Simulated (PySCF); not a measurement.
**C4H3BCl2: electronic excitations at several levels of theory**

Aim: compute the electronic excitations of C4H3BCl2 (`C=CC#CB(Cl)Cl`) at several levels, and see how far they spread and what each costs.

Computed with PySCF 2.14.0, with density-fitted response routines of our own, on a single molecule in the gas phase. Atoms are numbered from 0 throughout.

### Step 1. The starting structure

10 atoms, charge 0, multiplicity 1; geometry from: GFN2-xTB. The atoms were then displaced at random by about 0.01 Å, so the start is not that level's minimum.

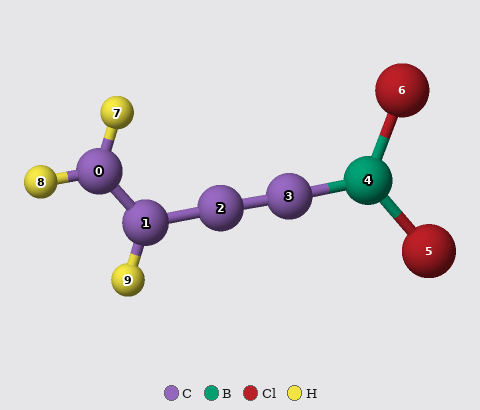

As it starts; carbon purple, boron teal, chlorine red, hydrogen yellow, atoms numbered.

### Step 2. Relaxing the molecule at PBE0-D3(BJ)/def2-SVP

What the job is given:

```
{"job": {"xc": "PBE0", "basis": "def2-SVP", "d3": "d3bj", "grid": 1, "shake": 0.01, "kind": "geom"}, "charge": 0, "multiplicity": 1}
C     -2.320300     0.021460    -0.175010
C     -1.312960    -0.791040    -0.086940
C      0.007350    -0.348780    -0.096160
C      1.214310     0.032680    -0.087480
B      2.597390     0.508060    -0.091230
Cl     3.902340    -0.585750     0.141090
Cl     2.953590     2.190240    -0.301430
H     -2.181830     1.116400    -0.273180
H     -3.357720    -0.305420    -0.148480
H     -1.451740    -1.858790     0.014160
```

On the command line:

```console
OMP_NUM_THREADS=1 python probes_run.py task.json out
```

This one command runs all jobs of the session in turn.

Log:

```text
step   0  E = -1098.55322535  max force = 0.096912
step   1  E = -1098.55872027  max force = 0.011925
step   2  E = -1098.55981368  max force = 0.016059
step   3  E = -1098.56127335  max force = 0.008706
step   4  E = -1098.56174979  max force = 0.004541
step   5  E = -1098.56195955  max force = 0.002257
step   6  E = -1098.56198554  max force = 0.001165
step   7  E = -1098.56199776  max force = 0.000479
step   8  E = -1098.56199927  max force = 0.000229
optimisation converged
```

It took 79 s on 1 thread of Arm Neoverse N1, shared host; peak memory 0.5 GiB.

Along the way:

| step | energy from step 0 (eV) | largest force component (eV/Å) |
| --- | --- | --- |
| 0 | 0.0000 | 4.9834 |
| 1 | -0.1495 | 0.6132 |
| 2 | -0.1793 | 0.8258 |
| 3 | -0.2190 | 0.4477 |
| 4 | -0.2320 | 0.2335 |
| 5 | -0.2377 | 0.1161 |
| 6 | -0.2384 | 0.0599 |
| 7 | -0.2387 | 0.0246 |
| 8 | -0.2388 | 0.0118 |

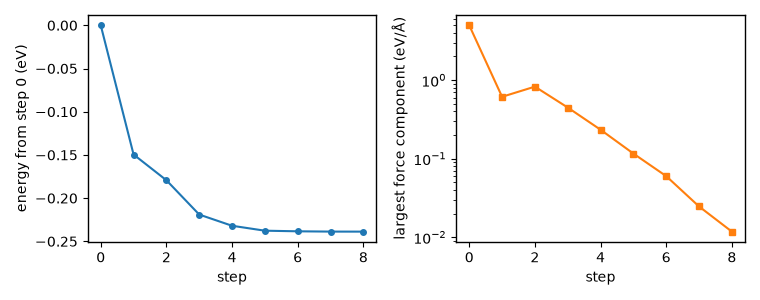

Energy and force, step by step.

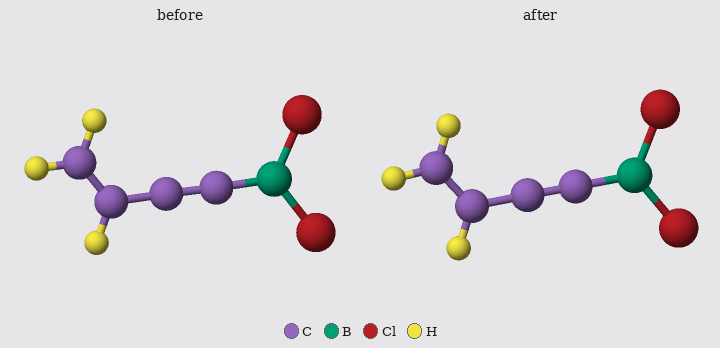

Before and after, at one scale.

Close pairs (by a distance rule), those that changed most:

| bond | before (Å) | after (Å) | change (Å) |
| --- | --- | --- | --- |
| C0–C1 | 1.297 | 1.343 | +0.046 |
| C3–B4 | 1.463 | 1.505 | +0.043 |
| C2–C3 | 1.266 | 1.224 | -0.042 |
| B4–Cl5 | 1.719 | 1.752 | +0.034 |
| C1–C2 | 1.392 | 1.418 | +0.025 |
| B4–Cl6 | 1.732 | 1.752 | +0.020 |
| C0–H7 | 1.108 | 1.093 | -0.015 |
| C1–H9 | 1.081 | 1.096 | +0.015 |

The final coordinates are the input of the step that follows.

| at the end point | value |
| --- | --- |
| rotational constants (GHz, main isotopes) | 2.968, 0.770, 0.611 |
| dipole moment (D) | 2.98 |

### Step 3. TDDFT and polarisability: PBE0/def2-SVP

What the job is given:

```
{"job": {"kind": "uv", "xc": "PBE0", "basis": "def2-SVP"}, "charge": 0, "multiplicity": 1}
C     -2.367342    -0.073797    -0.149301
C     -1.269787    -0.841313    -0.052170
C      0.050346    -0.324997    -0.078055
C      1.197679     0.100554    -0.098037
B      2.603175     0.638245    -0.124231
Cl     3.974175    -0.436963     0.062332
Cl     2.894065     2.351960    -0.341889
H     -2.293672     1.011416    -0.256301
H     -3.365184    -0.517986    -0.122269
H     -1.370218    -1.927940     0.054847
```

Method: TDDFT PBE0/def2-SVP, vertical, gas phase, core orbitals frozen in the response.

Log:

```text
coarse grid: 10544 points
cycle   1  E = -1098.3994319685  dE =  8.243e-01  |g| = 3.492e-01  |ddm| = 3.744e+00
cycle   2  E = -1098.3973651352  dE =  2.067e-03  |g| = 3.723e-01  |ddm| = 8.416e-01
cycle   3  E = -1098.4332725697  dE = -3.591e-02  |g| = 6.155e-02  |ddm| = 4.761e-01
cycle   4  E = -1098.4338149783  dE = -5.424e-04  |g| = 4.211e-02  |ddm| = 8.482e-02
cycle   5  E = -1098.4342416802  dE = -4.267e-04  |g| = 1.424e-02  |ddm| = 4.322e-02
cycle   6  E = -1098.4342959078  dE = -5.423e-05  |g| = 3.170e-03  |ddm| = 1.703e-02
cycle   7  E = -1098.4342985164  dE = -2.609e-06  |g| = 9.473e-04  |ddm| = 3.922e-03
final grid: 95648 points
cycle   8  E = -1098.5535460057  dE = -1.794e-05  |g| = 4.200e-03  |ddm| = 2.710e-02
cycle   9  E = -1098.5535455558  dE =  4.500e-07  |g| = 4.445e-03  |ddm| = 1.007e-02
cycle  10  E = -1098.5535511889  dE = -5.633e-06  |g| = 1.117e-03  |ddm| = 5.619e-03
cycle  11  E = -1098.5535515213  dE = -3.324e-07  |g| = 1.967e-04  |ddm| = 1.156e-03
cycle  12  E = -1098.5535515317  dE = -1.043e-08  |g| = 7.441e-05  |ddm| = 2.687e-04
cycle  13  E = -1098.5535515328  dE = -1.074e-09  |g| = 4.209e-05  |ddm| = 9.145e-05
cycle  14  E = -1098.5535515332  dE = -4.227e-10  |g| = 8.262e-06  |ddm| = 3.969e-05
converged SCF energy = -1098.5535515332

Static polarisability (au): isotropic 80.634, principal 35.711 68.055 138.136

Singlet excitations
state   eV       nm        f      main configurations
  1   4.0217    308.3   0.00022   H-1->L 0.97
  2   4.6382    267.3   0.42743   H->L 0.89
  3   5.2309    237.0   0.00000   H-2->L 0.95
  4   5.5936    221.7   0.00001   H-4->L 0.97
  5   6.0389    205.3   0.06890   H-3->L 0.98
  6   6.1765    200.7   0.00017   H->L+2 0.93
  7   6.4667    191.7   0.03945   H-5->L 0.60, H->L+1 0.29
  8   6.6089    187.6   0.00317   H-1->L+1 0.95
  9   7.2895    170.1   0.33319   H->L+1 0.56, H-5->L 0.15, H-1->L+2 0.15
 10   7.3275    169.2   0.00031   H-7->L 0.95

Triplet excitations (Tamm-Dancoff, eV): 2.8903 3.7617 4.7945 5.0881
```

It took 19 s on 1 thread of Arm Neoverse N1, shared host; peak memory 0.56 GiB.

The orbitals next to the gap, with their largest atomic shares:

| orbital | eV | atoms |
| --- | --- | --- |
| HOMO−3 | -9.26 | Cl5 49 %, Cl6 49 % |
| HOMO−2 | -9.00 | Cl5 40 %, Cl6 39 %, C3 9 % |
| HOMO−1 | -8.12 | C2 37 %, C3 34 %, Cl6 11 % |
| HOMO | -7.66 | C3 32 %, C0 28 %, C1 16 % |
| LUMO | -2.45 | B4 29 %, C0 24 %, C2 18 % |
| LUMO+1 | -0.05 | B4 27 %, C1 27 %, C0 22 % |
| LUMO+2 | 0.29 | C2 32 %, C3 29 %, B4 12 % |

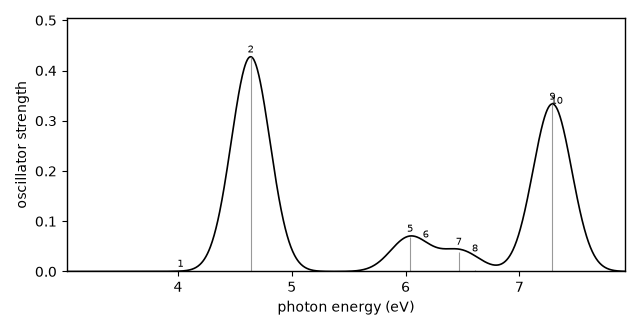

Absorption spectrum from the 10 singlet states computed; above the last one it falls off for lack of states. Lines are broadened to a width of 0.40 eV (Gaussian).

Further results of this job:

| property | computed |
| --- | --- |
| dipole moment (D) | 2.98 |
| polarisability (Å³) | 11.95 |
| HOMO–LUMO gap (eV) | 5.21 |
| −ε(HOMO) (eV) | 7.66 |

### Step 4. Excited states and response: PBE0/def2-TZVP

The job, as its differences from that of step 3:

```diff
@@ -1,2 +1,2 @@
-{"job": {"kind": "uv", "xc": "PBE0", "basis": "def2-SVP"}, "charge": 0, "multiplicity": 1}
+{"job": {"kind": "uv", "xc": "PBE0", "basis": "def2-TZVP"}, "charge": 0, "multiplicity": 1}
 C     -2.367342    -0.073797    -0.149301
```

Level: TDDFT PBE0/def2-TZVP, vertical, gas phase, core orbitals frozen in the response.

Log:

```text
coarse grid: 10544 points
cycle   1  E = -1099.0279490564  dE =  8.859e-01  |g| = 3.776e-01  |ddm| = 3.771e+00
cycle   2  E = -1099.0278459758  dE =  1.031e-04  |g| = 3.867e-01  |ddm| = 9.052e-01
cycle   3  E = -1099.0634729291  dE = -3.563e-02  |g| = 8.020e-02  |ddm| = 3.729e-01
cycle   4  E = -1099.0641803677  dE = -7.074e-04  |g| = 5.810e-02  |ddm| = 9.949e-02
cycle   5  E = -1099.0649740735  dE = -7.937e-04  |g| = 1.775e-02  |ddm| = 4.551e-02
cycle   6  E = -1099.0650568379  dE = -8.276e-05  |g| = 2.741e-03  |ddm| = 1.969e-02
cycle   7  E = -1099.0650580665  dE = -1.229e-06  |g| = 1.837e-03  |ddm| = 4.402e-03
final grid: 95648 points
cycle   8  E = -1099.0569401504  dE = -3.932e-05  |g| = 5.987e-03  |ddm| = 1.083e-01
cycle   9  E = -1099.0569351408  dE =  5.010e-06  |g| = 7.026e-03  |ddm| = 1.218e-02
cycle  10  E = -1099.0569485780  dE = -1.344e-05  |g| = 1.837e-03  |ddm| = 6.965e-03
cycle  11  E = -1099.0569493866  dE = -8.086e-07  |g| = 3.645e-04  |ddm| = 1.423e-03
cycle  12  E = -1099.0569494155  dE = -2.892e-08  |g| = 1.265e-04  |ddm| = 3.795e-04
cycle  13  E = -1099.0569494177  dE = -2.221e-09  |g| = 7.567e-05  |ddm| = 1.208e-04
cycle  14  E = -1099.0569494193  dE = -1.563e-09  |g| = 1.300e-05  |ddm| = 6.815e-05
cycle  15  E = -1099.0569494193  dE = -4.093e-11  |g| = 3.155e-06  |ddm| = 1.466e-05
converged SCF energy = -1099.0569494193

Static polarisability (au): isotropic 95.159, principal 49.689 81.457 154.333

Singlet excitations
state   eV       nm        f      main configurations
  1   3.9582    313.2   0.00029   H-1->L 0.97
  2   4.5261    273.9   0.43993   H->L 0.90
  3   5.2008    238.4   0.00000   H-2->L 0.95
  4   5.5660    222.8   0.00004   H-4->L 0.97
  5   5.9734    207.6   0.07105   H-3->L 0.97
  6   6.0862    203.7   0.00037   H->L+2 0.93
  7   6.3550    195.1   0.03228   H-5->L 0.55, H->L+1 0.35
  8   6.4423    192.5   0.00363   H-1->L+1 0.96
  9   7.0351    176.2   0.26849   H->L+1 0.54, H-5->L 0.24, H-1->L+2 0.11
 10   7.2653    170.7   0.00014   H-7->L 0.94

Triplet excitations (Tamm-Dancoff, eV): 2.8622 3.7052 4.7341 5.0559
```

It took 60 s on 1 thread of Arm Neoverse N1, shared host; peak memory 0.91 GiB.

This run: HOMO -7.72 eV, LUMO -2.59 eV; lowest singlet 3.96 eV.

### Step 5. Excited states and response: PBE0/aug-cc-pVDZ

The job, as its differences from that of step 4:

```diff
@@ -1,2 +1,2 @@
-{"job": {"kind": "uv", "xc": "PBE0", "basis": "def2-TZVP"}, "charge": 0, "multiplicity": 1}
+{"job": {"kind": "uv", "xc": "PBE0", "basis": "aug-cc-pVDZ"}, "charge": 0, "multiplicity": 1}
 C     -2.367342    -0.073797    -0.149301
```

With the program's defaults for keys left out, this is: TDDFT PBE0/aug-cc-pVDZ, vertical, gas phase, core orbitals frozen in the response.

Log:

```text
coarse grid: 10544 points
cycle   1  E = -1098.9412645587  dE =  9.301e-01  |g| = 3.438e-01  |ddm| = 1.346e+01
cycle   2  E = -1098.9392936209  dE =  1.971e-03  |g| = 3.692e-01  |ddm| = 2.364e+00
cycle   3  E = -1098.9748067510  dE = -3.551e-02  |g| = 6.817e-02  |ddm| = 1.054e+00
cycle   4  E = -1098.9755587617  dE = -7.520e-04  |g| = 4.280e-02  |ddm| = 1.888e-01
cycle   5  E = -1098.9759958312  dE = -4.371e-04  |g| = 1.476e-02  |ddm| = 1.029e-01
cycle   6  E = -1098.9760569919  dE = -6.116e-05  |g| = 2.866e-03  |ddm| = 3.755e-02
cycle   7  E = -1098.9760591223  dE = -2.130e-06  |g| = 9.028e-04  |ddm| = 7.944e-03
final grid: 95648 points
cycle   8  E = -1099.0013335356  dE = -1.907e-05  |g| = 4.810e-03  |ddm| = 1.958e-01
cycle   9  E = -1099.0013323692  dE =  1.166e-06  |g| = 5.250e-03  |ddm| = 4.087e-02
cycle  10  E = -1099.0013406013  dE = -8.232e-06  |g| = 1.183e-03  |ddm| = 1.623e-02
cycle  11  E = -1099.0013409738  dE = -3.725e-07  |g| = 2.200e-04  |ddm| = 2.990e-03
cycle  12  E = -1099.0013409875  dE = -1.375e-08  |g| = 6.157e-05  |ddm| = 7.606e-04
cycle  13  E = -1099.0013409882  dE = -6.721e-10  |g| = 4.135e-05  |ddm| = 1.959e-04
cycle  14  E = -1099.0013409886  dE = -3.727e-10  |g| = 1.484e-05  |ddm| = 9.203e-05
converged SCF energy = -1099.0013409886

Static polarisability (au): isotropic 101.672, principal 57.134 87.138 160.742

Singlet excitations
state   eV       nm        f      main configurations
  1   3.9532    313.6   0.00033   H-1->L 0.97
  2   4.5101    274.9   0.45141   H->L 0.90
  3   5.2105    238.0   0.00000   H-2->L 0.95
  4   5.5773    222.3   0.00010   H-4->L 0.97
  5   5.9731    207.6   0.07536   H-3->L 0.97
  6   6.0172    206.0   0.00192   H->L+2 0.65, H->L+3 0.13, H->L+5 0.09
  7   6.3267    196.0   0.03042   H-5->L 0.51, H->L+1 0.37
  8   6.4101    193.4   0.00423   H-1->L+1 0.93
  9   6.7851    182.7   0.00489   H->L+3 0.60, H->L+2 0.23, H->L+5 0.10
 10   6.9169    179.2   0.25922   H->L+1 0.47, H-5->L 0.25

Triplet excitations (Tamm-Dancoff, eV): 2.8628 3.7039 4.7315 5.0722
```

Wall time 45 s (1 thread of Arm Neoverse N1, shared host); peak memory 0.78 GiB.

Key values: HOMO -7.75 eV, LUMO -2.64 eV; lowest singlet 3.95 eV.

### Step 6. Ultraviolet spectrum: PBE0/6-31+G*

The job, as its differences from that of step 5:

```diff
@@ -1,2 +1,2 @@
-{"job": {"kind": "uv", "xc": "PBE0", "basis": "aug-cc-pVDZ"}, "charge": 0, "multiplicity": 1}
+{"job": {"kind": "uv", "xc": "PBE0", "basis": "6-31+G*"}, "charge": 0, "multiplicity": 1}
 C     -2.367342    -0.073797    -0.149301
```

Method: TDDFT PBE0/6-31+G*, vertical, gas phase, core orbitals frozen in the response.

Log:

```text
coarse grid: 10544 points
cycle   1  E = -1098.9579929319  dE =  9.208e-01  |g| = 3.588e-01  |ddm| = 3.940e+01
cycle   2  E = -1098.9568298963  dE =  1.163e-03  |g| = 3.781e-01  |ddm| = 1.243e+00
cycle   3  E = -1098.9946369775  dE = -3.781e-02  |g| = 5.948e-02  |ddm| = 1.011e+00
cycle   4  E = -1098.9951644079  dE = -5.274e-04  |g| = 3.949e-02  |ddm| = 1.660e-01
cycle   5  E = -1098.9955305030  dE = -3.661e-04  |g| = 1.448e-02  |ddm| = 6.498e-02
cycle   6  E = -1098.9955879819  dE = -5.748e-05  |g| = 2.762e-03  |ddm| = 3.422e-02
cycle   7  E = -1098.9955899245  dE = -1.943e-06  |g| = 9.171e-04  |ddm| = 7.626e-03
final grid: 95648 points
cycle   8  E = -1098.9346171084  dE = -1.901e-05  |g| = 4.779e-03  |ddm| = 6.984e-02
cycle   9  E = -1098.9346163443  dE =  7.641e-07  |g| = 5.132e-03  |ddm| = 1.997e-02
cycle  10  E = -1098.9346241739  dE = -7.830e-06  |g| = 1.160e-03  |ddm| = 1.294e-02
cycle  11  E = -1098.9346245354  dE = -3.615e-07  |g| = 2.149e-04  |ddm| = 1.564e-03
cycle  12  E = -1098.9346245483  dE = -1.287e-08  |g| = 7.223e-05  |ddm| = 4.387e-04
cycle  13  E = -1098.9346245492  dE = -9.652e-10  |g| = 4.720e-05  |ddm| = 1.199e-04
cycle  14  E = -1098.9346245498  dE = -5.257e-10  |g| = 1.188e-05  |ddm| = 6.038e-05
converged SCF energy = -1098.9346245498

Static polarisability (au): isotropic 92.923, principal 46.042 79.947 152.780

Singlet excitations
state   eV       nm        f      main configurations
  1   3.9715    312.2   0.00033   H-1->L 0.97
  2   4.5202    274.3   0.45665   H->L 0.90
  3   5.2276    237.2   0.00000   H-2->L 0.95
  4   5.5935    221.7   0.00005   H-4->L 0.97
  5   5.9931    206.9   0.08151   H-3->L 0.97
  6   6.0209    205.9   0.00124   H->L+2 0.80
  7   6.3485    195.3   0.03516   H-5->L 0.55, H->L+1 0.34
  8   6.4771    191.4   0.00408   H-1->L+1 0.94
  9   6.9306    178.9   0.00702   H->L+3 0.74, H->L+2 0.11
 10   6.9807    177.6   0.26698   H->L+1 0.50, H-5->L 0.20, H-1->L+2 0.09

Triplet excitations (Tamm-Dancoff, eV): 2.8542 3.7204 4.7319 5.0931
```

Run time: 26 s. Hardware: 1 thread of Arm Neoverse N1, shared host; peak memory 0.67 GiB.

Key values: HOMO -7.74 eV, LUMO -2.63 eV; lowest singlet 3.97 eV.

### Step 7. Comparing the runs: electronic excitations

Excitations and ground-state properties, with basis size and wall time:

| run | lowest singlet (eV) | brightest (eV) | f | gap (eV) | α (Å³) | μ (D) | functions | time |
| --- | --- | --- | --- | --- | --- | --- | --- | --- |
| PBE0/def2-SVP | 4.02 | 4.64 | 0.427 | 5.21 | 11.95 | 2.98 | 121 | 19 s |
| PBE0/def2-TZVP | 3.96 | 4.53 | 0.440 | 5.13 | 14.10 | 3.12 | 247 | 60 s |
| PBE0/aug-cc-pVDZ | 3.95 | 4.51 | 0.451 | 5.11 | 15.07 | 3.22 | 196 | 45 s |
| PBE0/6-31+G* | 3.97 | 4.52 | 0.457 | 5.11 | 13.77 | 3.40 | 140 | 26 s |

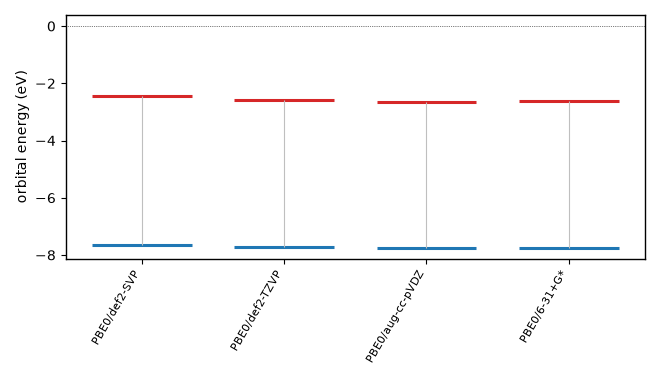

HOMO (blue) and LUMO (red) run by run.

### Step 8. Results

```
                                quantity                        value
    rotational constants (main isotopes)         2.97, 0.77, 0.61 GHz
          lowest singlet (PBE0/def2-SVP)  4.02 eV (308 nm), f = 0.000
brightest single state of those computed  state 2, 4.64 eV, f = 0.427
                          lowest triplet                      2.89 eV
             range of the lowest singlet              3.95 to 4.02 eV
```

In words: Single values in the summary come from the first sound run of each kind (PBE0/def2-SVP), which need not be the best level. The start of the PBE0/def2-SVP relaxation was shaken at random by about 0.01 Å, so part of the energy gained, and of the first lengths quoted, undoes that. Over 8 steps the energy fell by 0.239 eV; of the close pairs, C0–C1 changed most, 1.297 to 1.343 Å. The first singlet state (HOMO−1→LUMO 0.97) lies at 4.02 eV and is dark; of the 10 states computed, the strongest absorption comes from state 2 at 4.64 eV. The lowest triplet lies 1.13 eV below the lowest singlet (triplets in Tamm-Dancoff, singlets in full TDDFT). The lowest singlet runs from 3.95 eV (PBE0/aug-cc-pVDZ) to 4.02 eV (PBE0/def2-SVP), while the orbital gap spans 5.11 to 5.21 eV. The lowest state need not be the same one in every run.
